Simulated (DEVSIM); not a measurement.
Structure: abrupt CdTe p-n junction, at 350 K.

```csv
layer (left to right),material,thickness (μm),Nd (cm⁻³),Na (cm⁻³),τn (s),τp (s)
1,CdTe,7.50,-,5.6e15,1.5e-6,5.1e-8
2,CdTe,9.20,1.1e16,-,5.1e-8,5.1e-8
```

Left contact: ohmic. Right contact: ohmic. Voltage is applied to the left contact. Recombination: SRH at mid-gap. Mobility is μmin + (μ − μmin)/(1 + (N/Nref)^α).

The device is made up for the run: typed textbook-type constants, with dimensions and the other settings drawn at random. Values at 300 K; Nc and Nv go as T^1.5, mobilities as T to minus their exponent, the gap by Varshni's rule with the affinity fixed.

```csv
parameter,CdTe
gap (eV),1.5
affinity (eV),4.28
permittivity,10.2
Nc (cm⁻³),8e17
Nv (cm⁻³),1.8e19
μn (cm²/Vs),1000
μp (cm²/Vs),80
"μn,min",100
"μp,min",10
"Nref,n",1e17
"Nref,p",1e17
αn,0.6
αp,0.6
T exponent of μn,1.7
T exponent of μp,1.5
Varshni α (eV/K),0.00031
Varshni β (K),108
```

DEVSIM, 1D drift-diffusion, Boltzmann statistics, complete ionisation; no tunnelling, impact ionisation, image-force lowering or self-heating.

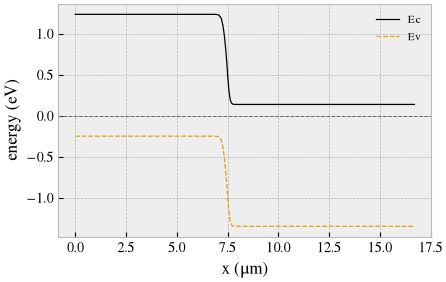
*Band edges at zero bias*

Energies count from the Fermi level of the right contact; mesh points crowd at the junctions.

```tsv
x (μm)	Ec (eV)	Ev (eV)	n (cm⁻³)	p (cm⁻³)	field (V/cm)
0.000	1.235	-0.251	< 1e2	5.6e15	≈ 0
0.03481	1.235	-0.251	< 1e2	5.6e15	≈ 0
0.1197	1.235	-0.251	< 1e2	5.6e15	≈ 0
0.3416	1.235	-0.251	< 1e2	5.6e15	≈ 0
1.161	1.235	-0.251	< 1e2	5.6e15	≈ 0
2.869	1.235	-0.251	< 1e2	5.6e15	≈ 0
5.470	1.235	-0.251	< 1e2	5.6e15	≈ 0
6.916	1.234	-0.251	< 1e2	5.5e15	-80
7.275	1.097	-0.388	160	5.8e13	-15000
7.422	0.774	-0.711	7200000	1.3e9	-29000
7.484	0.574	-0.912	5.5e9	1700000	-35000
7.522	0.439	-1.046	4.8e11	19000	-33000
7.589	0.265	-1.221	1.6e14	< 1e2	-20000
7.752	0.140	-1.345	9.6e15	< 1e2	-1000
8.408	0.136	-1.349	1.1e16	< 1e2	≈ 0
9.754	0.136	-1.349	1.1e16	< 1e2	≈ 0
12.79	0.136	-1.349	1.1e16	< 1e2	≈ 0
15.18	0.136	-1.349	1.1e16	< 1e2	≈ 0
16.25	0.136	-1.349	1.1e16	< 1e2	≈ 0
16.53	0.136	-1.349	1.1e16	< 1e2	≈ 0
16.64	0.136	-1.349	1.1e16	< 1e2	≈ 0
16.70	0.136	-1.349	1.1e16	< 1e2	≈ 0
```
